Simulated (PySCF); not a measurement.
BF (charge +1, doublet)

```xyz
2

B     0.0000    0.0000   -0.7686
F     0.0000    0.0000    0.4454
```

All numbers below come from PBE0/cc-pVTZ(-PP), non-relativistic Hamiltonian with scalar-relativistic core potentials where named, at a bond length of 1.214 Å in PySCF.

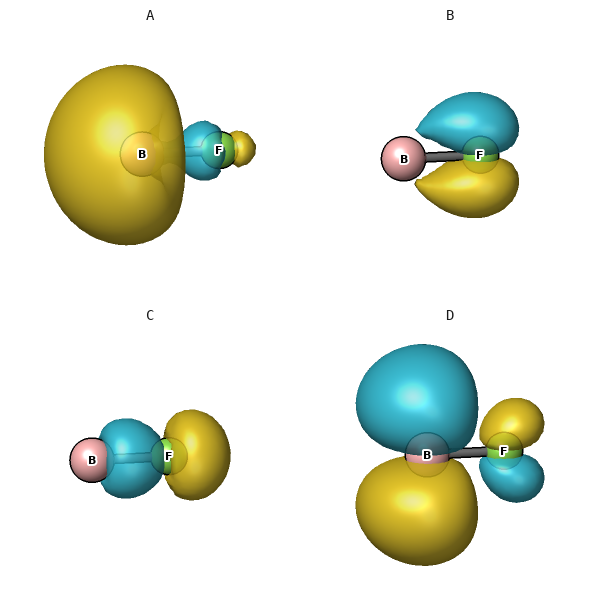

Figure 1. Four frontier β-spin orbitals, each drawn at the value that holds 80 % of its norm (yellow and cyan are the two phases), in no order; of a degenerate pair one member is drawn.

> Name the orbitals and rank them from lowest to highest energy.

Orbital C: σ, occupied in this spin, −26.28 eV; mainly on F (85 %).
Orbital B: π, occupied in this spin, −23.97 eV; mainly on F (85 %).
Orbital A: σ, empty in this spin, −13.28 eV; mainly on B (95 %).
Orbital D: π, empty in this spin, −8.72 eV; mainly on B (85 %).

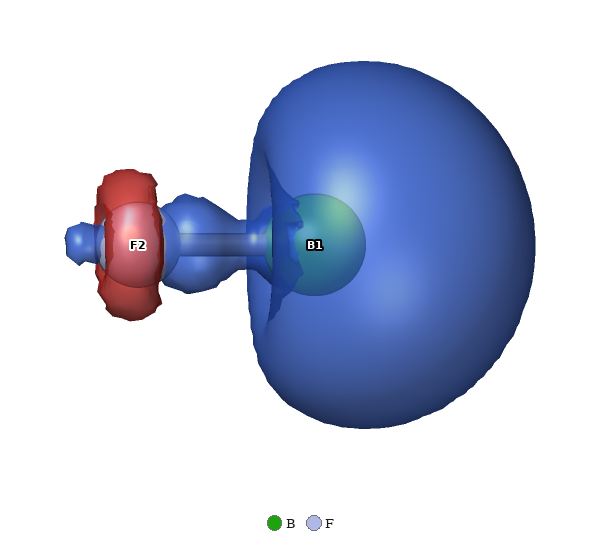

Figure 2. Isosurfaces of the spin density at +0.03 (blue) and −0.03 e/Å³ (red), seen from one side.

> Where is the unpaired spin?

The unpaired spin (1 electron) lies mostly on B1 (about 1.0), in electrons by Hirshfeld's partition.

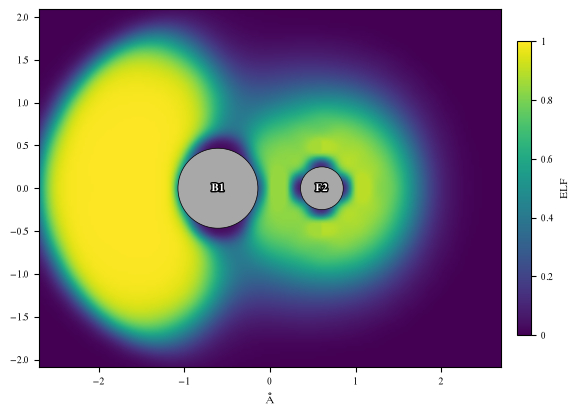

Figure 3. Electron localisation function on a plane that holds the molecular axis. Grey discs cover the atomic cores.

> What do the fields say about this system?

- Atoms in the plane: B and F.
- B–F (1.21 Å): the ELF peaks at about 0.85 between the atoms; a short, strongly polar bond.
- The ELF also peaks beside F2 and B1, away from the bonds: non-bonding electrons, paired or unpaired.
